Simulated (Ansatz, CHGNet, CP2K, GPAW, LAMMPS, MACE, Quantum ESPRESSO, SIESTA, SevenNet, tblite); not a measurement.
## tblite runs on glassy Na2Si4O9 (90 atoms)

Aim: run glassy Na2Si4O9 (90 atoms) in tblite and see how near its forces come to a plane-wave reference, and at what cost.

Method: the method is named at each step, in tblite 0.8.0.

### 1. Starting point

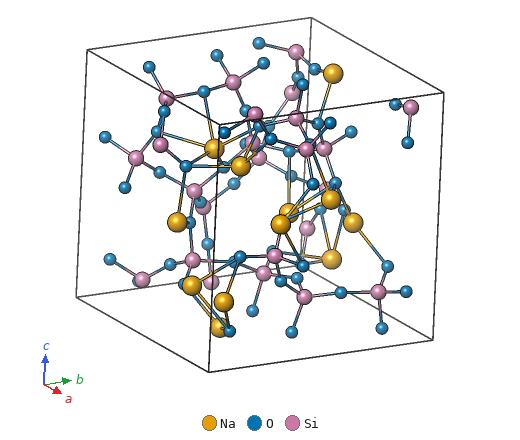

Start, viewed slightly off an axis; sodium orange, oxygen blue, silicon pink. Some periodic images of atoms are drawn too.

The cell holds 90 atoms: 12 Na, 54 O and 24 Si. Its edges and angles: a = 10.817 Å, b = 10.817 Å, c = 10.817 Å, α = 90.0°, β = 90.0°, γ = 90.0°. 90 atoms (12 Na, 54 O, 24 Si) placed at random at 2.38 g/cm³, melted at 4500 K for 20 ps at fixed volume with the Morse and Coulomb pair potential with partial charges (Pedone, Malavasi, Menziani, Cormack and Segre, J. Phys. Chem. B 110, 11780 (2006)). Quenched from 4500 K to 300 K at 10 K/ps and fixed volume, held 5 ps.

The yardstick, on the same geometry:

* method: Kohn-Sham DFT, PBE, PAW, plane waves (Ansatz 0.2.0); cutoff 420 eV, Γ point, fermi-dirac smearing of 0.05 eV; PAW set soft_2
* r.m.s. force component: 1.292 eV/Å
* longest force: 5.169 eV/Å
* pressure: 4.954 GPa
* gap (highest filled to lowest empty level): 2.725 eV
* SCF cycles: 9
* time: 14 s on 4 threads of Arm Neoverse V2, shared host
* CPU time: 54 s

### 2. GFN1-xTB

Method: GFN1-xTB tight binding, diagonalisation.

Contents of run.py:

```python
import numpy as np
from ase.io import read
from tblite.ase import TBLite

atoms = read("structure.xyz")
atoms.calc = TBLite(method="GFN1-xTB", electronic_temperature=580, accuracy=1.0, max_iterations=250, mixer_damping=0.4, verbosity=1)
energy = atoms.get_potential_energy()
forces = atoms.get_forces()
print(f"energy {energy:.6f} eV")
print("forces (eV/A)")
for i, (a, f) in enumerate(zip(atoms, forces)):
    print(f"{i:4d} {a.symbol:2s} {f[0]:10.5f} {f[1]:10.5f} {f[2]:10.5f}")
stress = -atoms.get_stress(voigt=False) * 160.21766
print("stress (GPa, compression positive)")
for row in stress:
    print(" ".join(f"{x:10.4f}" for x in row))
print("charges (e)")
print(np.array2string(atoms.get_charges(), precision=4, suppress_small=True, max_line_width=110, threshold=100000))
```

Contents of structure.xyz:

```xyz
90
Lattice="10.81660 0.00000 0.00000 0.00000 10.81660 0.00000 0.00000 0.00000 10.81660" Properties=species:S:1:pos:R:3 pbc="T T T"
Na 4.42723 9.63110 1.74753
Na 5.85578 8.42862 10.44646
Na 4.99619 3.34774 7.56773
Na 5.75670 1.24239 4.85568
Na 6.00181 6.49537 4.65071
Na 6.06530 3.35196 0.08188
Na 9.41931 1.44229 2.45991
Na 6.86584 9.10422 4.15595
Na 7.05783 1.29583 2.48090
Na 8.97994 6.69407 6.12544
Na 10.37042 3.46174 5.87742
Na 7.37930 3.21642 7.54177
O 6.09321 1.33401 7.39888
O 4.65763 4.77272 2.33671
O 1.53736 7.39033 10.60503
O 2.97381 1.76970 7.90823
O 4.91203 0.88610 9.49319
O 10.55960 5.52555 10.09632
O 3.52589 4.73789 6.13280
O 10.13018 4.78105 3.81177
O 2.33963 1.62541 10.55116
O 1.93855 9.68443 0.76744
O 2.63373 8.57248 4.97964
O 2.23352 4.95519 10.59951
O 9.76220 9.81174 8.43565
O 8.46118 5.87255 8.47329
O 4.60052 7.23328 6.82668
O 0.71411 6.98493 4.27267
O 3.60561 5.64032 8.50931
O 7.80807 5.09354 5.04746
O 7.50780 5.96957 10.79064
O 3.81826 8.75993 9.98794
O 7.34544 10.60676 9.27880
O 10.66895 9.50931 2.24563
O 9.66225 0.95543 9.99432
O 0.95781 0.48015 7.22527
O 2.29463 10.26831 3.23514
O 6.93593 8.11634 6.04021
O 3.87407 2.99652 4.04314
O 4.54362 5.82744 0.02856
O 8.32510 2.45288 0.72471
O 3.99284 3.32686 9.76285
O 1.94061 2.60788 5.70835
O 1.89377 4.67753 4.11756
O 2.07592 6.64301 6.47179
O 8.31797 2.80712 3.92383
O 6.20429 6.90564 1.81762
O 4.74016 9.94835 3.95942
O 8.71904 7.53149 1.87008
O 1.54104 9.35820 8.86723
O 9.24257 3.48338 9.26723
O 10.66117 4.75887 7.55529
O 0.88858 1.02152 1.79880
O 5.00008 2.17976 1.81005
O 9.06442 9.38870 0.17177
O 0.78604 5.79164 1.81394
[... 30 atom lines left out ...]
Si 5.90759 0.16939 8.43176
Si 2.22303 1.25494 6.58580
Si 7.76015 6.35335 1.54212
Si 4.66542 6.21349 1.64932
```

On the command line:

```
$ OMP_NUM_THREADS=1 python run.py > output.txt
```

What it wrote:

```text
------------------------------------------------------------
  cycle        total energy    energy error   density error
------------------------------------------------------------
      1     -284.0659462683  -2.8568747E+02   1.0077724E+00
      2     -281.6201351063   2.4458112E+00   7.9603249E-01
      3     -300.2139222441  -1.8593787E+01   4.9201303E-01
      4     -306.8897848498  -6.6758626E+00   1.1426405E-01
      5     -307.7095339464  -8.1974910E-01   2.2501498E-02
      6     -307.7323383492  -2.2804403E-02   7.9148171E-03
      7     -307.7337251169  -1.3867676E-03   3.8816208E-03
      8     -307.7344418094  -7.1669249E-04   9.5380609E-04
      9     -307.7344644986  -2.2689235E-05   3.4649643E-04
     10     -307.7344662230  -1.7244024E-06   1.7006393E-04
     11     -307.7344666977  -4.7471656E-07   1.1677198E-04
     12     -307.7344673199  -6.2222210E-07   1.9373432E-05
------------------------------------------------------------
 total:                                   3.632 sec
energy -8373.881383 eV
forces (eV/A)
   0 Na   -0.57960   -0.13745    0.14252
   1 Na    0.23265   -0.28861   -0.51497
   2 Na   -3.77779    0.21192    0.05828
   3 Na   -0.57276   -0.02161    0.82301
   4 Na   -0.13842   -0.63657   -0.03566
   5 Na    0.12157    0.13518    0.15969
   6 Na    4.16859    0.35206   -0.23018
   7 Na    0.22753    0.42139   -0.29626
   8 Na   -3.58371   -0.05644   -0.85056
   9 Na    0.14937    0.05491    0.22664
  10 Na    0.25625    0.07018    0.02735
  11 Na    3.85813   -0.05422    0.04663
  12 O     0.88134    0.76417   -1.22143
  13 O    -0.85323   -3.11309    0.62767
  14 O    -0.95703   -0.72629    0.28590
  15 O     1.31335   -0.07344    2.20350
  16 O    -0.36676   -1.31134    1.67761
  17 O     0.20559    0.65432    0.64227
  18 O     1.21035   -0.96826   -0.67352
  19 O     1.15163    0.30036   -0.26509
  20 O     1.03424   -0.87669   -1.52110
  21 O     0.02844    0.25323   -0.62209
  22 O     0.46240    0.06255    0.13743
  23 O    -0.76422   -0.55780   -0.13199
[...]
82 Si   -0.41408    0.75327    2.08120
  83 Si    0.88755    0.61711   -1.20601
  84 Si    1.03584   -0.65114   -0.03000
  85 Si   -3.00851    1.42013   -1.48783
  86 Si    2.45598    0.55459   -0.47126
  87 Si    0.46568   -0.29149    0.49282
  88 Si   -2.77967   -2.19936   -1.00549
  89 Si    0.97262    0.93568   -0.09791
stress (GPa, compression positive)
   12.1732    -1.2568    -1.6885
   -1.2568     9.6645    -0.2912
   -1.6885    -0.2912     8.8510
charges (e)
[ 0.3365  0.3529  0.362   0.3417  0.3754  0.3897  0.338   0.3414  0.3378  0.3452  0.3409  0.3599 -0.4689
 -0.299  -0.2471 -0.2881 -0.2321 -0.2497 -0.279  -0.2826 -0.2428 -0.2591 -0.2479 -0.2734 -0.2331 -0.3031
 -0.2405 -0.249  -0.2152 -0.4786 -0.2648 -0.4687 -0.2826 -0.257  -0.2756 -0.264  -0.2549 -0.461  -0.2796
 -0.2657 -0.4506 -0.2846 -0.2734 -0.2403 -0.2314 -0.4564 -0.3293 -0.436  -0.2343 -0.2475 -0.2741 -0.4581
 -0.2892 -0.4254 -0.2782 -0.2211 -0.2775 -0.285  -0.238  -0.2417 -0.2283 -0.2715 -0.4808 -0.4533 -0.2458
 -0.4285  0.4336  0.5361  0.4894  0.5     0.508   0.5441  0.5432  0.5369  0.4692  0.5218  0.5048  0.5137
  0.5309  0.4935  0.5416  0.4697  0.4857  0.4875  0.5509  0.5537  0.5095  0.5195  0.5155  0.4628]
```

Run time: 4.1 s. Hardware: 1 thread of Arm Neoverse V2, shared host; peak memory 0.12 GiB.

Banners, paths, timers and routine set-up lines are dropped from the logs unmarked, and long logs keep their key lines alone; longer cuts are marked.

Numbers from this run, and their distance from the reference:

```yaml
r_m_s_force_component: 1.18 eV/Å
r_m_s_difference_of_force_components: 654.7 meV/Å
longest_difference_of_force_vectors: 3458 meV/Å
force_difference_over_r_m_s_force: 50.69 %
slope_of_forces_against_the_reference_s: 0.7889
correlation_of_force_components: 0.8635
pressure: 10.23 GPa
pressure_difference: 5.276 GPa
```

Length of the force difference by element (eV/Å):

| element | atoms | mean | most |
| --- | --- | --- | --- |
| Na | 12 | 1.3 | 3.5 |
| O | 54 | 0.60 | 1.2 |
| Si | 24 | 1.4 | 2.7 |

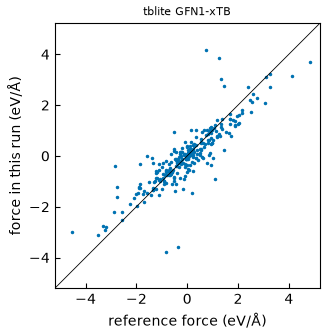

Force components against those of the reference; the line marks equality.

The surroundings of Na7, which bears the longest force, nearest first, numbered as they follow in the input and with coordinates relative to it.

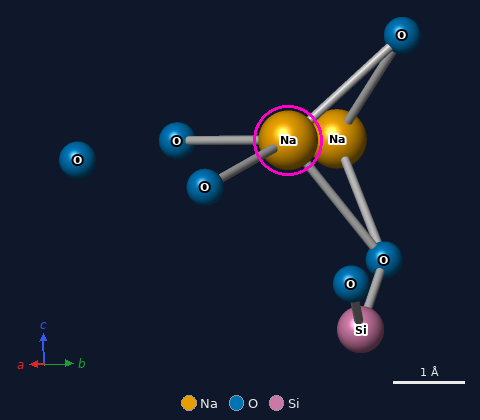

The atoms of the table, within 3.0 Å (arrows a, b, c point along x, y, z); some may hide others; the central atom is ringed.

| atom | x | y | z | distance (Å) | bonds | Mulliken charge (e) | Fx | Fy | Fz (eV/Å) |
| --- | --- | --- | --- | --- | --- | --- | --- | --- | --- |
| Na7 | 0.00 | 0.00 | 0.00 | 0.00 | 4 | 0.34 | 4.17 | 0.35 | -0.23 |
| O46 | -1.10 | 1.36 | 1.46 | 2.28 | 3 | -0.46 | 0.10 | -1.09 | -0.31 |
| O41 | -1.09 | 1.01 | -1.74 | 2.29 | 4 | -0.45 | -1.28 | 0.28 | 1.25 |
| Na9 | -2.36 | -0.15 | 0.02 | 2.37 | 4 | 0.34 | -3.58 | -0.06 | -0.85 |
| O53 | 2.29 | -0.42 | -0.66 | 2.42 | 3 | -0.29 | -0.62 | 1.40 | 0.07 |
| O64 | -1.27 | -2.17 | 0.05 | 2.51 | 4 | -0.45 | -1.46 | 0.78 | 1.38 |
| Si69 | 0.08 | 1.07 | -2.73 | 2.93 | 4 | 0.49 | -1.12 | -0.43 | -0.33 |
| O59 | 1.51 | 1.49 | -2.09 | 2.98 | 2 | -0.24 | -0.12 | 1.05 | -0.11 |
| O34 | 1.25 | -2.75 | -0.21 | 3.03 | 2 | -0.26 | -0.59 | -0.74 | 0.50 |

Atoms are counted from 1 here, from 0 in the log.

Forces lie 51 % from the reference's, at 0.076 times its CPU time (on 1 against 4 cores).

### 3. What came out

| Property | Result |
| --- | --- |
| force difference from the reference | tblite GFN1-xTB, 51 % |
| its CPU time | 4.1 s |

In words: Tight binding differs by 51 % (tblite GFN1-xTB); it is another model, with fitted parameters of its own, and the xTB methods hold dispersion. One electronic-structure run takes under half the reference's CPU time: tblite GFN1-xTB, at 51 % in 4.1 s against 54 s; its pressure misses by +5.3 GPa. Periodic xTB results under one method name differ between programs and library versions. The quench rate of 10 K/ps is many orders above laboratory rates, so the cell is likely richer in defects and strain than a real sample. The network of bonds at the start is that of the classical potential that made the cell, and needn't be the one that DFT or experiment would give. The electronic-structure runs sample only Γ, in a cell whose shortest periodic width is 11 Å.

[Also dropped from logs without a mark: logging warnings of Python, and SIESTA's first energy breakdown and zero terms.]

[Logs are printed without paths, hosts, clocks, repeated set-up lines and the standing remarks that a program may print on its own settings, such as how far it seeks lower states.]

[Hosts, paths, dates, database ids (printed as entryN), source tags and the programs' standing remarks are cut or masked in the printed files.]
